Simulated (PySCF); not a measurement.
C$_{2}$H$_{6}$SeZn (ZnMe(SeMe))

The calculation's input:

```
{"job": {"kind": "uv", "xc": "PBE0", "basis": "def2-SVPD", "ip": false, "nstates": 15}, "charge": 0, "multiplicity": 1}
Zn     0.335431    -0.847041     0.349292
C      0.357304    -0.899198     2.291907
H     -0.660556    -0.810093     2.703098
H      0.964831    -0.078115     2.704049
H      0.785316    -1.848460     2.651604
Se     0.316376    -0.784159    -1.951088
C     -0.393605     1.041063    -2.137908
H     -1.395168     1.130071    -1.697939
H     -0.466675     1.236115    -3.215910
H      0.281395     1.783077    -1.692685
```

Launched as:

```sh
OMP_NUM_THREADS=1 python probes_run.py task.json out
```

Geometry: PBE0-D3(BJ)/def2-SVP.

Theory: PBE0/def2-SVPD, SCF density, gas phase (PySCF).

**Predict the electron density and electron localisation function between the atoms.**

C–Zn (1.94 Å): ρ at the midpoint is about 0.74 e/Å³; the ELF peaks at about 0.90 in the valence shell of C, 0.7 Å from its nucleus, and is about 0.45 at the midpoint.
C–Se (1.97 Å): ρ is about 0.95 e/Å³ halfway; the ELF peaks at about 0.90 between the atoms: a shared electron pair.
Zn–Se (2.30 Å): ρ is about 0.6 e/Å³ halfway; the ELF peaks at about 0.70 in the valence shell of Se, 1.1 Å from its nucleus, and is about 0.65 at the midpoint.
C–H (1.10 Å): ρ at the midpoint is about 1.8 e/Å³; the ELF climbs to about 1 towards the hydrogen, as it does in any bond to H; a covalent bond by its length.

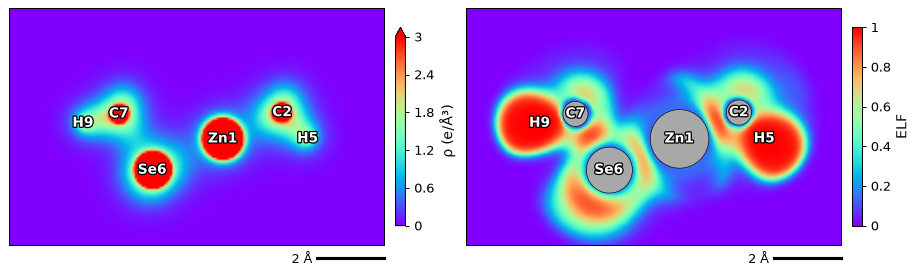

Computed electron density and electron localisation function on the plane of atoms Zn1, Se6 and C7, in this order. Grey discs cover the atomic cores in the ELF map. 
